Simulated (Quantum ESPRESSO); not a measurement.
**How far to go with the k-point mesh at a smearing width of 0.02 eV: Li (Im-3m, 1 atom in the cell)**

```yaml
crystal:
  lattice:
    - [1.75023, 1.75023, 1.75023]
    - [-1.75023, 1.75023, 1.75023]
    - [-1.75023, -1.75023, 1.75023]
  atoms:
    - { symbol: Li, position: [0.00000, 0.00000, 0.00000] }
```

Method: PBEsol, PseudoDojo standard norm-conserving (PBESOL) pseudopotentials (plane waves; Quantum ESPRESSO 7.5).

Base settings: ecutwfc = 75 Ry; occupations = smearing; smearing = gaussian; degauss = 0.0073499 Ry; potentials = {Li: Li.upf}; K_POINTS = automatic 13 13 13 0 0 0; conv_thr = 1e-09 Ry; mixing_beta = 0.4.

In this ladder: degauss = 0.00147 Ry.

Only quantities that move along the ladder and can be compared are tabulated.

The count of work is k-points × plane waves × bands × iterations; it is no time. 

The starting cell has typed, rounded lattice constants, without a prior relaxation at this level. Its lattice was rescaled by up to half a per cent.

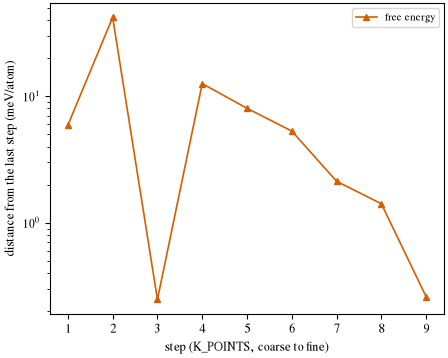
Figure. Distance from the last step along the ladder; very small values are drawn at a floor.

| K_POINTS | free energy less the last step's (meV/atom) | pressure (GPa) | count of work / last |
|---|---|---|---|
| automatic 5 5 5 0 0 0 | 5.90 | -0.74 | 0.012 |
| automatic 6 6 6 0 0 0 | 41.93 | -0.59 | 0.020 |
| automatic 7 7 7 0 0 0 | -0.25 | -0.71 | 0.024 |
| automatic 8 8 8 0 0 0 | 12.56 | -0.67 | 0.043 |
| automatic 10 10 10 0 0 0 | 8.02 | -0.69 | 0.059 |
| automatic 12 12 12 0 0 0 | 5.30 | -0.69 | 0.090 |
| automatic 14 14 14 0 0 0 | 2.13 | -0.71 | 0.13 |
| automatic 17 17 17 0 0 0 | 1.41 | -0.72 | 0.20 |
| automatic 26 26 26 0 0 0 | -0.26 | -0.73 | 0.64 |
| automatic 31 31 31 0 0 0 | 0.00 | -0.73 | 1.0 |

Coarsest K_POINTS that holds the pressure within 0.1 GPa of the last step, with all finer ones: automatic 7 7 7 0 0 0, at 0.024 of the last step's count of work; the step before is off by 0.14 GPa.

Coarsest K_POINTS that holds the free energy within 1 meV/atom of the last step, with all finer ones: automatic 26 26 26 0 0 0; the step before is off by 1.4 meV/atom.
